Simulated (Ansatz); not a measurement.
# How the geometry moves the gap of WS2 (Tungstenite)

Aim: gaps of WS2 (Tungstenite) at the database cell and after a full relaxation.

Program: Ansatz 0.2.0. Level of theory: PBE, HSE06 and G0W0, plane waves, PAW. Results are calculated unless marked as measured.

### 1. The structure

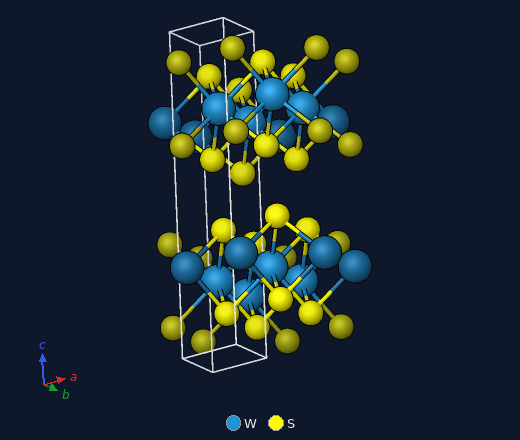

The starting structure, seen from a free direction (tungsten blue, sulfur yellow). 2×2×1 cells are drawn. Some periodic images of atoms are drawn too.

The cell and positions come from the Crystallography Open Database and are kept as given unless a step says otherwise. Spin-orbit coupling is left out unless a step names it. The default PAW set here is soft_2. Its files were made with PBE.

### 2. PBE bands at the given cell

Levels along a band path, at the cheap level, show where the edges lie and whether the meshes to come will hold them.

This step: DFT, PBE, plane waves, PAW.

input.yaml

```yaml
crystal:
  lattice:
    - [3.1532, 0.0, 0.0]
    - [-1.5766, 2.7307513032, 0.0]
    - [0.0, 0.0, 12.323]
  atoms:
    - { symbol: W, position: [0.3333333333, 0.6666666667, 0.25] }
    - { symbol: W, position: [0.6666666667, 0.3333333333, 0.75] }
    - { symbol: S, position: [0.3333333333, 0.6666666667, 0.6225] }
    - { symbol: S, position: [0.6666666667, 0.3333333333, 0.1225] }
    - { symbol: S, position: [0.3333333333, 0.6666666667, 0.8775] }
    - { symbol: S, position: [0.6666666667, 0.3333333333, 0.3775] }
kpoints:
  mp_grid: { grid: [12, 12, 2] }
  band_path:
    path:
      - [[0.0, 0.0, 0.0], [0.5, 0.0, 0.0], [0.33333333, 0.33333333, 0.0], [0.0, 0.0, 0.0], [0.0, 0.0, 0.5], [0.5, 0.0, 0.5], [0.33333333, 0.33333333, 0.5], [0.0, 0.0, 0.5]]
      - [[0.5, 0.0, 0.5], [0.5, 0.0, 0.0]]
      - [[0.33333333, 0.33333333, 0.5], [0.33333333, 0.33333333, 0.0]]
    npoints: 10
hamiltonian:
  xc: pbe
scf:
  occupations: { method: fermi_dirac, width: 0.02 }
  n_extra_bands: 6
output:
  eigenvalues: true
  forces: true
  stress: true
  write_density: true
  write_potential: true
  elf: true
  volumetric_format: npy
```

Run with:

```sh
> ansatz run input.yaml --threads 2 --pin off --max-ram 92160MiB --backend cuda --events-out ev --progress --plain --runs-dir out --devices 1 --max-vram 13GiB  # rebuilt from the run's record
```

Numbers of over 12 decimals in the logs are rounded to 6 here.

Output:

```text
scf.n_extra_bands = 6 over 26 filled bands (N_el = 52.0): the run solves 32 bands
GPUs: using 1 of 1 available (devices: 1).
Engine: ansatz 0.2.0, x86_64-unknown-linux-gnu
Pseudopotentials: kind: paw
Pseudopotential: W, paw, valence charge 14, recommended cutoff 420 eV (normal), W.paw.azcp
Pseudopotential: S, paw, valence charge 6, recommended cutoff 420 eV (normal), S.paw.azcp
Functional definition: PBE
  parameter kappa = 0.804
  parameter beta = 0.066725
  exchange = pbe_x(kappa = kappa, mu = beta*pi^2/3)
  correlation = pbe_c(beta = beta)
device memory: the entry about to start is reckoned to put 2.7 GiB on a device that reports 75.7 GiB free (of which the cap on the GPU budget leaves the run 13.0 GiB)
GPU FFT provider: cuFFT
GPU libraries: cuBLAS 13.8.2, cuFFT 12.4.0, cuSOLVER 12.3.4
Crystal: 6 atoms, lattice volume = 106.108 Å³
Basis set: ecut = 420 eV, 2057 PW (Γ), exchange–correlation on 48×48×180 points (8 copies of the dense FFT grid, shifted against one another)
Bands: 32, of which v1, the nominal top of the filled ones, is band 26 counted from 1 (25 counted from 0)
Symmetry: 24 space group operations
Space group: P63/mmc (ITA 194), of the structure as read, at distance tolerance 4.7e-5 Å
k-points: 38 of 288
Non-local potential: W, projectors of the file, l = 0: 3, l = 1: 2, l = 2: 2, l = 3: 1
Non-local potential: S, projectors of the file, l = 0: 2, l = 1: 2, l = 2: 2
PAW form: soft (Blöchl's): semilocal exchange-correlation on the pseudo side does not see the compensation charge
PAW one-centre angular grid: W, 590 points (default); XC on 64 Gauss nodes
PAW one-centre angular grid: S, 110 points (default); XC on 64 Gauss nodes
Initial density: superposition of atomic densities (neutral atoms: chi_scale 0, normalization atom), corrected by the library's trained network
Initial wavefunctions: pseudopotential atomic-orbital guess
GPU buffer pool allocated for 51840 grid points (all kernels)
GPU transforms: local potential and band sums: pruned to the plane-wave sphere, on 24×24×90
Functional: x = pbe(κ = 0.804, μ = 0.219515), c = pbe(β = 0.066725)
SCF iter   1: F=—  HF=-24382.733772 eV  |F-HF|=—  |Δ(HF+E_count)|=         —  Δρ=5.20e-3  dr2=1.33e-2  ethr=1.77e-3  ⟨swp⟩=6.9  Hψ=5865  notcnv=0
preconditioner: auto → Resta (q_TF=auto, 2.423 Å⁻¹)  ε∞=7.5  [insulator: Δε(μ)=0.973 eV  Ē_g=8.457 eV  σ=0.020 eV  W_gap=1.00  n_scr=26 (ndim 8)  ℏωp=21.6 eV  f_vac=0.016  D(μ)=0.00/eV (n_scr^D=0)  ε∞_Penn≈7.5]
SCF iter   2: F=—  HF=-24382.738634 eV  |F-HF|=—  |Δ(HF+E_count)|=   4.86e-3  Δρ=2.82e-3  dr2=2.31e-3  ethr=2.56e-5  ⟨swp⟩=2.3  Hψ=2152  notcnv=0  defer=19
SCF iter   3: F=—  HF=-24382.742715 eV  |F-HF|=—  |Δ(HF+E_count)|=   4.08e-3  Δρ=1.03e-3  dr2=3.99e-4  ethr=4.45e-6  ⟨swp⟩=2.0  Hψ=1913  notcnv=0  defer=19
SCF iter   4: F=—  HF=-24382.743347 eV  |F-HF|=—  |Δ(HF+E_count)|=   6.32e-4  Δρ=7.75e-5  dr2=1.01e-5  ethr=7.68e-7  ⟨swp⟩=2.0  Hψ=1873  notcnv=0  defer=19
SCF iter   5: F=—  HF=-24382.743549 eV  |F-HF|=—  |Δ(HF+E_count)|=   2.01e-4  Δρ=2.17e-5  dr2=5.84e-7  ethr=1.95e-8  ⟨swp⟩=2.0  Hψ=1763  notcnv=0  defer=19
SCF iter   6: F=-24382.743549 eV  HF=-24382.743549 eV  |F-HF|=4.26e-8  |Δ(HF+E_count)|=   2.45e-7  Δρ=6.64e-6  dr2=6.03e-8  ethr=1.92e-10  ⟨swp⟩=11.8  Hψ=9459  notcnv=0
SCF 1 converged in 6 iterations: F = -24382.743549 eV  dr2 = 6.03e-8
[...]
device memory: the entry about to start is reckoned to put 1.3 GiB on a device that reports 71.3 GiB free (of which the cap on the GPU budget leaves the run 13.0 GiB)
NSCF: frozen V_eff on 93 k-points
SCF converged after 6 iterations
Free energy (F): -24382.743549 eV
Harris-Foulkes:  -24382.743549 eV  (|F-HF|=4.26e-8)
Internal energy: -24382.743549 eV  (E = F + TS)
E sigma→0 (E₀):  -24382.743549 eV
Fermi energy:    12.243056 eV
--- Per-component energies (eV) ---
  E_band       = -370.206588
  E_kinetic    = 1334.906265
  E_local      = -3493.843113  (includes V_loc(G=0)·N_el)
  E_nonlocal   = 114.810623
  E_hartree    = 1387.807979
  E_xc         = -925.295092
  E_vxc        = -831.406469  (∫ρ·V_xc dr)
  E_paw        = -19526.365144  (= ΣΔE_a)
  E_vpaw       = -270.293418  (= ΣTr[D̂ρ^β])
  E_aug_tail   = -0.000124  (compensation charges beyond the density's cutoff)
  E_ewald      = -3274.764942
  E_smearing   = -0.000000  (= −TS)
  E_closure    = -0.000000  (closes the sum)
  Σ components = -24382.743549   (vs F -24382.743549, Δ=0.00e0)
--- Forces (eV/Å), atoms counted from 1 ---
  atom   1  W     -0.00000000    -0.00000000    -0.00000000
  atom   2  W      0.00000000     0.00000000     0.00000000
  atom   3  S      0.00000000    -0.00000000    -0.11202480
  atom   4  S      0.00000000     0.00000000    -0.11202480
  atom   5  S      0.00000000    -0.00000000     0.11202480
  atom   6  S      0.00000000     0.00000000     0.11202480
  max |Σ_I F_I| component: 2.78e-17 eV/Å
--- Stress (GPa, compression-positive) ---
        4.377845       0.000000      -0.000000
        0.000000       4.377845       0.000000
       -0.000000       0.000000       4.349057
  P = ⅓ Tr σ = 4.3682 GPa (43.682 kbar)
--- Band table (eV; the first three rows and the last of 38) ---
  k-point 0: bands = [... 22 lower, 9.5826, 10.2601, 10.5466, 11.7729, 14.0830, 14.0830, 14.0935, 14.0935, ... 2 higher]
  k-point 1: bands = [... 22 lower, 9.5558, 9.5558, 11.4548, 11.4548, 14.0756, 14.0756, 14.0756, 14.0756, ... 2 higher]
  k-point 2: bands = [... 22 lower, 9.5850, 10.4290, 10.5611, 11.5473, 13.9545, 13.9825, 14.0176, 14.0424, ... 2 higher]
  k-point 37: bands = [... 22 lower, 8.6639, 8.6639, 11.1187, 11.1187, 13.0733, 13.0733, 14.3555, 14.3555, ... 2 higher]
```

Run time: 6.5 s. Hardware: 1 × NVIDIA H100 80GB HBM3 (shared by 6 runs) with 2 threads of AMD EPYC 7R13 (Zen 3), shared host; peak memory 0.98 GiB.

Reading the cycles: dr2 is the Hartree energy of the density residual (eV), the measure of convergence; HF is the Harris–Foulkes estimate of the energy, which meets the free energy F at convergence.

This step gave:

```yaml
pressure: 4.368 GPa
filled_bands: 26
gap: 0.9762 eV
valence_top_at: Γ
conduction_bottom_at: k = (0.167, 0.167, 0.000)
least_direct_gap: 1.839 eV
```

The gap is indirect, with the least direct gap 0.86 eV higher. The pressure of 4 GPa says that this functional would expand the cell; it is kept.

### 3. Relaxing cell and ions

A relaxation at this level of theory: leftover forces would pass straight into the levels.

This step: DFT, PBE-D3(BJ), plane waves, PAW.

input.yaml

```yaml
crystal:
  lattice:
    - [3.1532, 0.0, 0.0]
    - [-1.5766, 2.7307513032, 0.0]
    - [0.0, 0.0, 12.323]
  atoms:
    - { symbol: W, position: [0.3333333333, 0.6666666667, 0.25] }
    - { symbol: W, position: [0.6666666667, 0.3333333333, 0.75] }
    - { symbol: S, position: [0.3333333333, 0.6666666667, 0.6225] }
    - { symbol: S, position: [0.6666666667, 0.3333333333, 0.1225] }
    - { symbol: S, position: [0.3333333333, 0.6666666667, 0.8775] }
    - { symbol: S, position: [0.6666666667, 0.3333333333, 0.3775] }
kpoints:
  mp_grid: { grid: [9, 9, 2] }
hamiltonian:
  xc: pbe
  dispersion: d3bj
scf:
  occupations: { method: fermi_dirac, width: 0.02 }
relax:
  f_tol: 0.01
  max_steps: 60
  cell: {}
output:
  write_density: true
  write_potential: true
  elf: true
  volumetric_format: npy
```

Output:

```text
GPUs: using 1 of 1 available (devices: 1).
[...]
GPU FFT provider: cuFFT
GPU libraries: cuBLAS 13.8.2, cuFFT 12.4.0, cuSOLVER 12.3.4
Crystal: 6 atoms, lattice volume = 106.108 Å³
Basis set: ecut = 420 eV, 2057 PW (Γ), exchange–correlation on 48×48×180 points (8 copies of the dense FFT grid, shifted against one another)
Bands: 32, of which v1, the nominal top of the filled ones, is band 26 counted from 1 (25 counted from 0)
Symmetry: 24 space group operations
[...]
k-points: 24 of 162
[...]
GPU buffer pool allocated for 51840 grid points (all kernels)
[...]
SCF iter   1: F=—  HF=-24385.304213 eV  |F-HF|=—  |Δ(HF+E_count)|=         —  Δρ=5.20e-3  dr2=1.33e-2  ethr=1.77e-3  ⟨swp⟩=6.8  Hψ=3718  notcnv=0
[...]
SCF iter   6: F=-24385.313926 eV  HF=-24385.313926 eV  |F-HF|=4.11e-8  |Δ(HF+E_count)|=   2.37e-7  Δρ=6.38e-6  dr2=5.74e-8  ethr=1.92e-10  ⟨swp⟩=9.0  Hψ=5240  notcnv=0
SCF 1 converged in 6 iterations: F = -24385.313926 eV  dr2 = 5.74e-8
[...]
relax step   1: F+E_penalty+E_count = -24385.31392591 eV  Δ(F+E_penalty+E_count) = +0.000e0 eV  max|allowed force component| = 1.210e-1 eV/Å  Δτ_max = 0.0000 Å  P = +0.308 GPa  Ω = 106.108 Å³  (6 SCF iters, dr2 threshold 1.00e-7 eV, accepted)
[...]
relax step   2: F+E_penalty+E_count = -24385.31382449 eV  Δ(F+E_penalty+E_count) = +1.014e-4 eV  max|allowed force component| = 1.395e-1 eV/Å  Δτ_max = 0.0531 Å  P = +0.171 GPa  Ω = 102.917 Å³  energy of the carried Pulay correction = +5.872e-4 eV  (6 SCF iters, dr2 threshold 6.00e-7 eV, rejected (line search))
[...]
relax step   4: F+E_penalty+E_count = -24385.31992259 eV  Δ(F+E_penalty+E_count) = -2.190e-4 eV  max|allowed force component| = 6.459e-3 eV/Å  Δτ_max = 0.0041 Å  P = -0.005 GPa  Ω = 104.573 Å³  energy of the carried Pulay correction = +2.803e-4 eV  (5 SCF iters, dr2 threshold 8.10e-8 eV, accepted)
[...]
relax step   6: F+E_penalty+E_count = -24385.31966862 eV  Δ(F+E_penalty+E_count) = +2.562e-4 eV  max|allowed force component| = 1.495e-3 eV/Å  Δτ_max = 0.0000 Å  P = +0.006 GPa  Ω = 104.599 Å³  stress off target by 1.45e-2 GPa  SCF on the basis re-selected at this cell (its energy is not comparable with the rows above)  (6 SCF iters)
basis re-selected at this cell: Δ(F+E_penalty+E_count) = +2.562e-4 eV, ΔP = -0.001 GPa vs the last step (what re-selecting the basis moved, of the pressure what is left beyond the Pulay correction that the steps carried, after the strain that the cell walked since its last selection, with what the two solves' SCF thresholds leave and, on support functions, any second-order correction that the steps lacked; it is no m [...]
SCF converged after 6 iterations
Free energy (F): -24385.319669 eV
[...]
Internal energy: -24385.319669 eV  (E = F + TS)
E sigma→0 (E₀):  -24385.319669 eV
Fermi energy:    12.545852 eV
[...]
--- Forces (eV/Å), atoms counted from 1 ---
  atom   1  W      0.00000000    -0.00000000     0.00000000
  atom   2  W      0.00000000     0.00000000    -0.00000000
  atom   3  S     -0.00000000     0.00000000    -0.00149452
  atom   4  S     -0.00000000    -0.00000000    -0.00149452
  atom   5  S     -0.00000000    -0.00000000     0.00149452
  atom   6  S     -0.00000000    -0.00000000     0.00149452
  max |Σ_I F_I| component: 5.78e-18 eV/Å
--- Stress (GPa, compression-positive) ---
        0.002231      -0.000000      -0.000000
        0.000000       0.002231      -0.000000
       -0.000000      -0.000000       0.014480
  P = ⅓ Tr σ = 0.0063 GPa (0.063 kbar)
--- Band table (eV; the first three rows and the last of 24) ---
  k-point 0: bands = [... 22 lower, 9.8488, 10.6512, 10.7735, 12.0714, 14.3198, 14.3198, 14.3328, 14.3328, ... 2 higher]
  k-point 1: bands = [... 22 lower, 9.8146, 9.8146, 11.7624, 11.7624, 14.3064, 14.3064, 14.3064, 14.3064, ... 2 higher]
  k-point 2: bands = [... 22 lower, 9.8202, 10.7727, 10.7941, 11.6397, 13.9929, 14.1449, 14.1811, 14.2946, ... 2 higher]
  k-point 23: bands = [... 22 lower, 8.8985, 8.8985, 11.3616, 11.3616, 13.3289, 13.3289, 14.5705, 14.5705, ... 2 higher]
--- Relaxed structure (5 steps of the walk, 4 accepted, 1 SCFs on fresh bases) ---
  F+E_penalty+E_count = -24385.31966862 eV   max|allowed force component| = 1.495e-3 eV/Å   (the final SCF, on the basis selected at the relaxed cell)
  cell:  # Å, volume = 104.5987 Å³
    - [3.154100, 0, 8.463487161909174e-19]
    - [-1.577050, 2.731530, -4.231743580954608e-19]
    - [3.307609802627705e-18, 0, 12.140730]
  atoms:
    - { symbol: W, position: [0.333333, 0.666667, 0.250000] }
    - { symbol: W, position: [0.666667, 0.333333, 0.75] }
    - { symbol: S, position: [0.333333, 0.666667, 0.620300] }
    - { symbol: S, position: [0.666667, 0.333333, 0.120300] }
    - { symbol: S, position: [0.333333, 0.666667, 0.879700] }
    - { symbol: S, position: [0.666667, 0.333333, 0.379700] }
```

Elapsed: 3.7 s, on 1 × NVIDIA H100 80GB HBM3 (shared by 6 runs) with 2 threads; peak memory 1 GiB.

Step by step:

```tsv
step	energy less that of the first step (eV)	largest force component (eV/Å)	pressure (GPa)	volume (Å³)
1	0.0000	0.1210	0.31	106.11
2	0.0001	0.1395	0.17	102.92
3	-0.0058	0.0004	-0.17	104.93
4	-0.0060	0.0065	-0.01	104.57
5	-0.0060	0.0014	0.01	104.60
6*	-0.0057	0.0015	0.01	104.60
```

Relaxation steps marked * repeat the geometry before them on a plane-wave basis chosen anew for their cell, so energy and pressure can jump there. Relaxation step 2 was tried and not accepted.

Forces are held to the 24 operations that the run works with; a distortion that breaks them can't arise in this run.

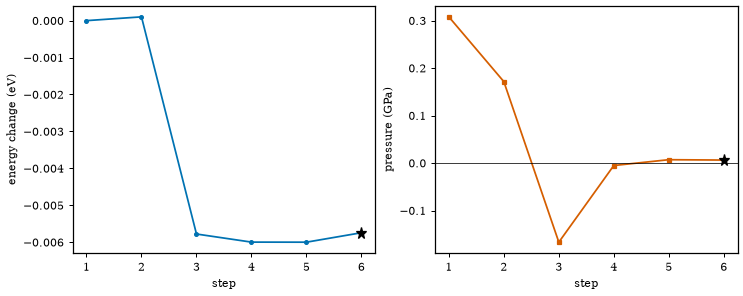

Energy and pressure along the relaxation. Stars mark steps on a basis chosen anew.

```tsv
conventional cell, symmetrised	before	after	change
a (Å)	3.153	3.154	+0.0 %
b (Å)	3.153	3.154	+0.0 %
c (Å)	12.323	12.141	-1.5 %
volume (Å³/atom)	17.68	17.43	-1.4 %
```

The atoms that moved most (Å, as changes of fractional coordinates times the final cell):

```tsv
atom	dx	dy	dz	length
S3	0.000	0.000	-0.027	0.027
S4	0.000	0.000	-0.027	0.027
S6	0.000	0.000	0.027	0.027
S5	0.000	0.000	0.027	0.027
```

The relaxed structure:

```xyz
6
Lattice="3.1541 0.0000 0.0000 -1.5770 2.7315 0.0000 0.0000 0.0000 12.1407" Properties=species:S:1:pos:R:3 pbc="T T T"
W     0.0000    1.8210    3.0352
W     1.5770    0.9105    9.1055
S     0.0000    1.8210    7.5309
S     1.5770    0.9105    1.4605
S     0.0000    1.8210   10.6802
S     1.5770    0.9105    4.6098
```

### 4. PBE at the relaxed cell

This step: DFT, PBE, plane waves, PAW.

input.yaml

```yaml
crystal:
  lattice:
    - [3.1540996059, 0.0, 0.0]
    - [-1.5770498029, 2.7315303848, 0.0]
    - [0.0, 0.0, 12.1407304529]
  atoms:
    - { symbol: W, position: [0.3333333333, 0.6666666667, 0.25] }
    - { symbol: W, position: [0.6666666667, 0.3333333333, 0.75] }
    - { symbol: S, position: [0.3333333333, 0.6666666667, 0.6203003476] }
    - { symbol: S, position: [0.6666666667, 0.3333333333, 0.1203003476] }
    - { symbol: S, position: [0.3333333333, 0.6666666667, 0.8796996524] }
    - { symbol: S, position: [0.6666666667, 0.3333333333, 0.3796996524] }
kpoints:
  mp_grid: { grid: [12, 12, 2] }
  band_path:
    path:
      - [[0.0, 0.0, 0.0], [0.5, 0.0, 0.0], [0.33333333, 0.33333333, 0.0], [0.0, 0.0, 0.0], [0.0, 0.0, 0.5], [0.5, 0.0, 0.5], [0.33333333, 0.33333333, 0.5], [0.0, 0.0, 0.5]]
      - [[0.5, 0.0, 0.5], [0.5, 0.0, 0.0]]
      - [[0.33333333, 0.33333333, 0.5], [0.33333333, 0.33333333, 0.0]]
    npoints: 10
hamiltonian:
  xc: pbe
scf:
  occupations: { method: fermi_dirac, width: 0.02 }
  n_extra_bands: 6
output:
  eigenvalues: true
  forces: true
  stress: true
  write_density: true
  write_potential: true
  elf: true
  volumetric_format: npy
```

Output:

```text
[...]
GPUs: using 1 of 1 available (devices: 1).
[...]
GPU FFT provider: cuFFT
GPU libraries: cuBLAS 13.8.2, cuFFT 12.4.0, cuSOLVER 12.3.4
Crystal: 6 atoms, lattice volume = 104.599 Å³
Basis set: ecut = 420 eV, 2033 PW (Γ), exchange–correlation on 48×48×180 points (8 copies of the dense FFT grid, shifted against one another)
[...]
k-point 0: bands = [... 22 lower, 9.8489, 10.6512, 10.7735, 12.0714, 14.3198, 14.3198, 14.3328, 14.3328, ... 2 higher]
  k-point 1: bands = [... 22 lower, 9.8147, 9.8147, 11.7625, 11.7625, 14.3064, 14.3064, 14.3064, 14.3064, ... 2 higher]
  k-point 2: bands = [... 22 lower, 9.8446, 10.7763, 10.7910, 11.8233, 14.2006, 14.2212, 14.2230, 14.2877, ... 2 higher]
  k-point 37: bands = [... 22 lower, 8.8985, 8.8985, 11.3616, 11.3616, 13.3290, 13.3290, 14.5705, 14.5705, ... 2 higher]
[key lines of the parts left out:]
SCF converged after 7 iterations
Free energy (F): -24382.708537 eV
Fermi energy:    12.498302 eV
P = ⅓ Tr σ = 4.1964 GPa (41.964 kbar)
```

Wall time 2.9 s (1 × NVIDIA H100 80GB HBM3 (shared by 6 runs) with 2 threads); peak memory 0.99 GiB; 3.5 s of CPU time.

Numbers from this step:

```
pressure             : 4.196 GPa
gap                  : 0.8896 eV
valence top at       : Γ
conduction bottom at : k = (0.167, 0.167, 0.000)
least direct gap     : 1.830 eV
```

The gap is indirect, with the least direct gap 0.94 eV higher. The pressure of 4 GPa says that this functional would expand the cell; it is kept.

### 5. HSE06 at the relaxed cell

The screened hybrid is the usual rung above semilocal functionals: a quarter of exact exchange, cut off beyond a few ångström.

This step: DFT, HSE06, plane waves, PAW.

input.yaml

```yaml
crystal:
  lattice:
    - [3.1540996059, 0.0, 0.0]
    - [-1.5770498029, 2.7315303848, 0.0]
    - [0.0, 0.0, 12.1407304529]
  atoms:
    - { symbol: W, position: [0.3333333333, 0.6666666667, 0.25] }
    - { symbol: W, position: [0.6666666667, 0.3333333333, 0.75] }
    - { symbol: S, position: [0.3333333333, 0.6666666667, 0.6203003476] }
    - { symbol: S, position: [0.6666666667, 0.3333333333, 0.1203003476] }
    - { symbol: S, position: [0.3333333333, 0.6666666667, 0.8796996524] }
    - { symbol: S, position: [0.6666666667, 0.3333333333, 0.3796996524] }
kpoints:
  mp_grid: { grid: [6, 6, 2] }
  band_path:
    path:
      - [0.0, 0.0, 0.0]
      - [0.5, 0.0, 0.0]
      - [0.33333333, 0.33333333, 0.0]
      - [0.0, 0.0, 0.5]
      - [0.5, 0.0, 0.5]
      - [0.33333333, 0.33333333, 0.5]
      - [0.1666666667, 0.1666666667, 0.0]
    npoints: 1
hamiltonian:
  xc: hse06
scf:
  occupations: { method: fixed }
  n_extra_bands: 6
output:
  eigenvalues: true
  write_density: true
  write_potential: true
  elf: true
  volumetric_format: npy
```

Output:

```text
[...]
GPUs: using 1 of 1 available (devices: 1).
[...]
davidson cushion auto → on  (no smearing: the cushion is to keep the highest requested band from converging to the state above it; pin scf.eigensolver.cushion to override)
[...]
GPU FFT provider: cuFFT
GPU libraries: cuBLAS 13.8.2, cuFFT 12.4.0, cuSOLVER 12.3.4
Crystal: 6 atoms, lattice volume = 104.599 Å³
Basis set: ecut = 420 eV, 2033 PW (Γ)
[...]
Fermi energy:    11.753438 eV
[...]
--- Band table (eV; the first three rows and the last of 14) ---
  k-point 0: bands = [... 22 lower, 9.2735, 10.0363, 10.3344, 11.7534, 14.6589, 14.6589, 14.6913, 14.6913, ... 2 higher]
  k-point 1: bands = [... 22 lower, 9.2341, 9.2341, 11.3913, 11.3913, 14.6675, 14.6675, 14.6675, 14.6675, ... 2 higher]
  k-point 2: bands = [... 22 lower, 9.0369, 10.0026, 10.2829, 10.7604, 13.8529, 14.2644, 14.5522, 14.5847, ... 2 higher]
  k-point 13: bands = [... 22 lower, 8.1048, 8.1048, 11.0033, 11.0033, 13.4728, 13.4728, 14.9716, 14.9716, ... 2 higher]
[key lines of the parts left out:]
Free energy (F): -24386.805976 eV
```

The job ended after 15 s (1 × NVIDIA H100 80GB HBM3 (shared by 6 runs) with 2 threads; peak memory 1.3 GiB; 22 s of CPU time).

This step gave:

| Property | Result |
| --- | --- |
| gap | 1.403 eV |
| valence top at | Γ |
| conduction bottom at | k = (0.167, 0.167, 0.000) |
| least direct gap | 2.325 eV |

The gap stands +0.51 eV against PBE.

(Continued in part 2 of 2.)

[Paths, hosts, dates, memory and timing lines, banners, echoed tables and standing remarks are left out of the program output.]

[Logs are printed without paths, hosts, clocks, repeated set-up lines and the standing remarks that a program may print on its own settings, such as how far it seeks lower states.]

[Runs of the session that timed out or met a known fault of the program may be left out.]

[Cells called generated may have been cut or substituted from an entry of the Crystallography Open Database or the Materials Project.]

[Hosts, paths, dates, database ids (printed as entryN), source tags and the programs' standing remarks are cut or masked in the printed files.]
